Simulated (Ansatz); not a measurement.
Zr, pressure series

Take Zr in the hcp (Mg type) structure (space group P6_3/mmc, No. 194; a = 3.246 Å, c = 5.151 Å) as the base.

Cell and atoms are relaxed at each pressure.

All numbers come from Kohn–Sham DFT with the r2SCAN functional, run in Ansatz (a first-principles code) with PAW and 500 eV plane waves, spin-orbit coupling left out.

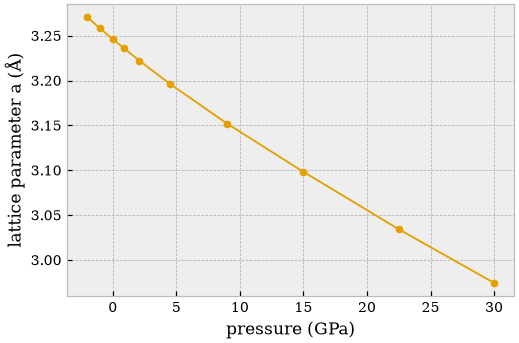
Figure: Lattice parameter a against pressure

Question: From the plot, what is the lattice parameter a for pressure 30 GPa?

Answer: About 2.97 Å.

Question: Is the trend monotonic over the range shown?

Answer: Yes, it falls throughout, spanning 297.4 pm to 327.1 pm.

Load acts through the strain it causes; cell and atoms are relaxed under it. No phonon test of stability was made. All final runs are without spin polarisation. Measured, Zr leaves this structure (for the ω phase) near 3 GPa (temperature not stated; as listed in C. Cazorla, D. Alfè, M. J. Gillan, Physical Review B (2008)).
